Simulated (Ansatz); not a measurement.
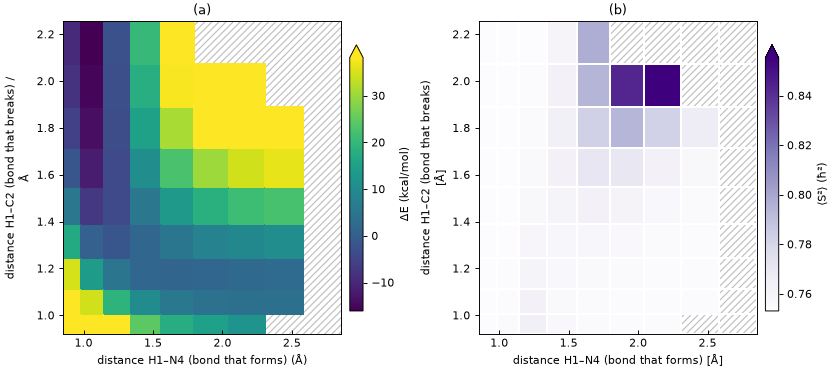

The reacting system CH₄NO (fragments CH₂O + H₂N where the first distance is long, H₃N + CHO where the second is long), spin multiplicity 2. Coordinates scanned: (1) distance H1–N4 (bond that forms); (2) distance H1–C2 (bond that breaks). Relaxed at each point: all other coordinates. The scan uses a 9 × 9 grid. At 14 points there is no value. Points are written as (first, second). Energies are in kcal/mol, from a guessed transition structure relaxed with its forming and breaking bonds held. All numbers below come from UKS r2SCAN-D4/def2-SVP (Ansatz).

Panel (a) is the energy; panel (b) is the computed ⟨S²⟩, in ħ².

In the figure: one coloured cell a grid point, one colour for all values above the top of the scale, hatched blanks where no value was computed.

**How does the ⟨S²⟩ vary over the map, and what is it at the lowest grid point?**

Leaving out the highest fifth of the energies, it runs from 0.75 ħ² at (0.918 Å, 1.315 Å) to 0.78 ħ² at (1.675 Å, 1.801 Å). At the lowest grid point, (1.052 Å, 2.163 Å), it is 0.75 ħ². That point lies on the edge of the scan.
